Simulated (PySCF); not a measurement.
# CH5FO3Si2: the cost of one run

Computed with PySCF 2.14.0, with density-fitted response routines of our own, on a single molecule in the gas phase. Atoms count from 0, in the outputs and in this text.

## 1. The starting structure

12 atoms, charge 0, multiplicity 1; geometry from: GFN2-xTB. The atoms were then displaced at random by about 0.01 Å, so the start is not that level's minimum.

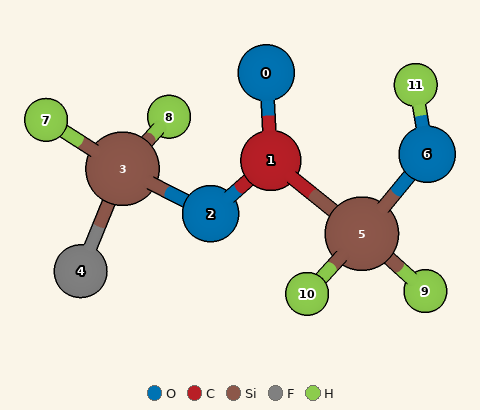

The starting geometry (oxygen blue, carbon red, silicon brown, fluorine grey, hydrogen green), atoms numbered.

## 2. Geometry optimisation at PBE0-D3(BJ)/def2-SVP

Job settings and geometry (Å):

```
{"job": {"xc": "PBE0", "basis": "def2-SVP", "d3": "d3bj", "grid": 1, "shake": 0.01, "kind": "geom"}, "charge": 0, "multiplicity": 1}
O     -0.064660     1.471590     0.319700
C     -0.207200     0.302160     0.133050
O      0.842230    -0.495470     0.081930
Si     2.462450    -0.016290     0.263020
F      3.138890    -1.446760     0.081410
Si    -1.898440    -0.553650    -0.107200
O     -3.007550     0.599200     0.011060
H      2.868480     0.826380    -0.839200
H      2.688090     0.446150     1.634160
H     -2.084290    -1.526330     0.981540
H     -1.936310    -1.150600    -1.429860
H     -2.762000     1.515330     0.155540
```

Run with:

```
$ OMP_NUM_THREADS=1 python probes_run.py task.json out
```

This one command runs all jobs of the session in turn.

**Question.** How long does this first job take on 1 thread of Arm Neoverse V1, shared host, and how much memory does it need?

About 2 min, with a peak of 0.54 GiB.
